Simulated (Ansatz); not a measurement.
```xyz
15

C     1.1261   -0.2803   -1.5486
C     0.2971    0.0162   -0.2988
C    -1.0436   -0.7637   -0.3184
C    -3.2993   -0.1633    2.7411
Al   -2.1896   -0.4759    1.2082
H     2.0741    0.2777   -1.5228
H     1.3664   -1.3527   -1.6218
H     0.5863    0.0119   -2.4631
H     0.1022    1.1002   -0.2333
H     0.8764   -0.2520    0.6011
H    -1.6386   -0.5058   -1.2157
H    -0.8661   -1.8546   -0.3817
H    -2.7115    0.2963    3.5544
H    -3.7246   -1.1122    3.1109
H    -4.1307    0.5155    2.4842
```

Geometry: B3LYP-D3(BJ)/def2-SVP.

All numbers below come from isolated molecule in a Gaussian basis; Kohn-Sham density functional theory, functional PBE0 in Ansatz 0.2.0.

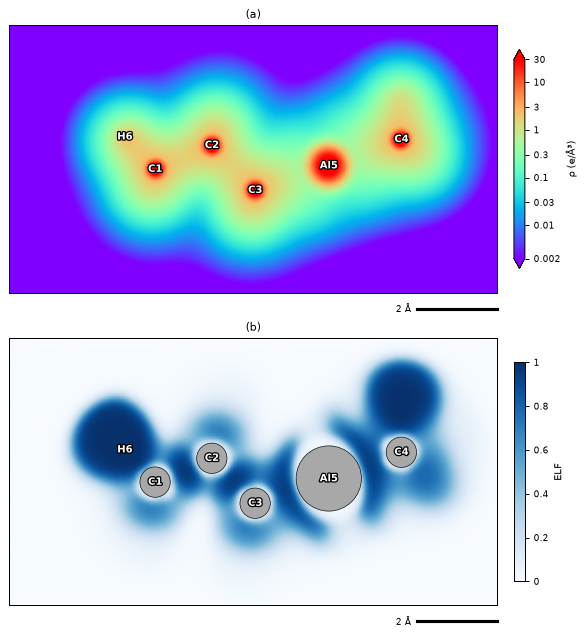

C4H10Al (SMILES CC[CH2][Al+][CH3]) (charge +1). (a) total electron density; (b) ELF on the plane of atoms C1, C2 and C3. Grey discs cover the atomic cores in the ELF map.

Read the bonding off the picture.

- Atoms in the plane: C, Al and H.
- C–C (1.53 Å): the density is about 1.6 e/Å³ at the midpoint; the ELF peaks at about 0.95 between the atoms (localised, covalent bonding).
- C–Al (1.92 Å): ρ is about 0.75 e/Å³ halfway; the ELF peaks at about 0.95 between the atoms: a shared but strongly polarised pair.
- C–H (1.10 Å): ρ at the midpoint is about 1.9 e/Å³; the ELF climbs to about 1 towards the hydrogen, as it does in any bond to H (an ordinary covalent bond to hydrogen).
